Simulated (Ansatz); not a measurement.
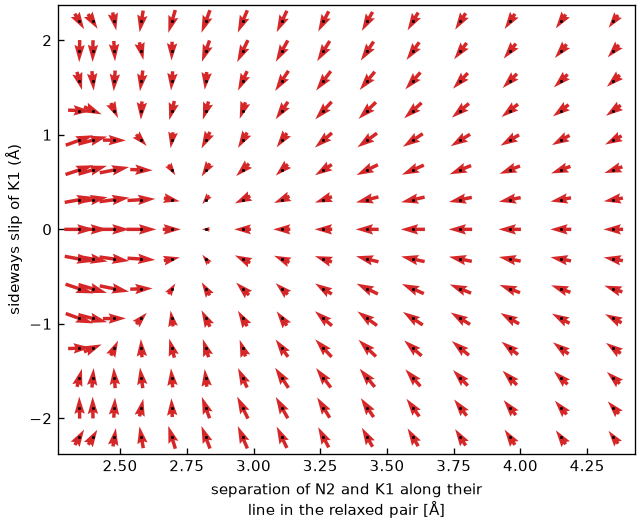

H₃KN, charge +1. First axis: separation of N2 and K1 along their line in the relaxed pair. Second axis: sideways slip of K1. Nothing is relaxed (both partners rigid). The scan uses a 15 × 15 grid. Points are written as (first, second). All numbers below come from RKS BHLYP-D4/def2-TZVPD in Ansatz.

The picture shows dots at the grid points, arrows along the force (downhill), their lengths compressed.

Question: The arrows alone are given. Where is the energy lowest?

Answer: The arrows converge at about (2.796 Å, 0.000 Å) (read from the interpolated surface).

The energy map of the same scan:

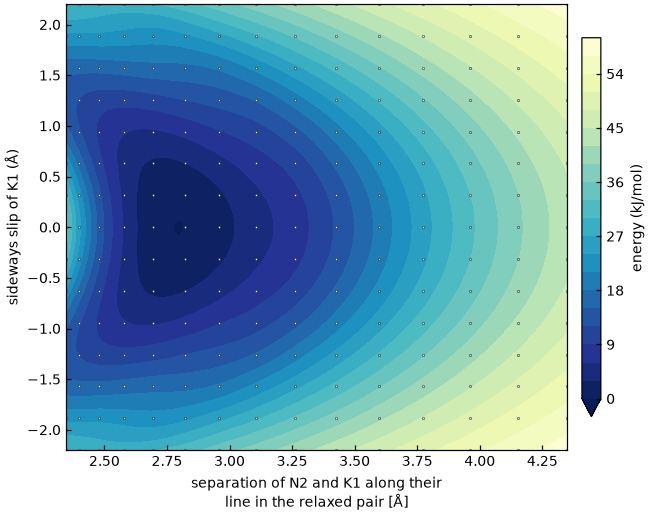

Energies are in kJ/mol, from the lowest grid point; between grid points the surface is interpolated.
